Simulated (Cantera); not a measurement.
Feed: 1 mol S, 0.022 mol SO₂, 10 mol H₂, equilibrated at 92.0 bar.

Equilibrium computed with Cantera from the NASA thermochemical tables; the gas is ideal and each condensed phase is pure. Candidate condensed phases: H₂O, H₂SO₄, S; 19 gas species. The ideal-gas law is rough above about 30 bar. Gases not in the tables: S₃ to S₇. The numbers say what is thermodynamically allowed, not how fast it happens.

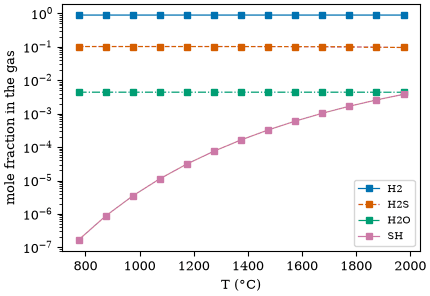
Figure. Equilibrium gas composition (values under 1e-9 drawn at 1e-9)

**Question.** Read off the mole fractions at 1675 °C.

**Answer.** H₂ about 0.89, H₂S about 0.10, H₂O about 0.0044, SH about 0.0010.
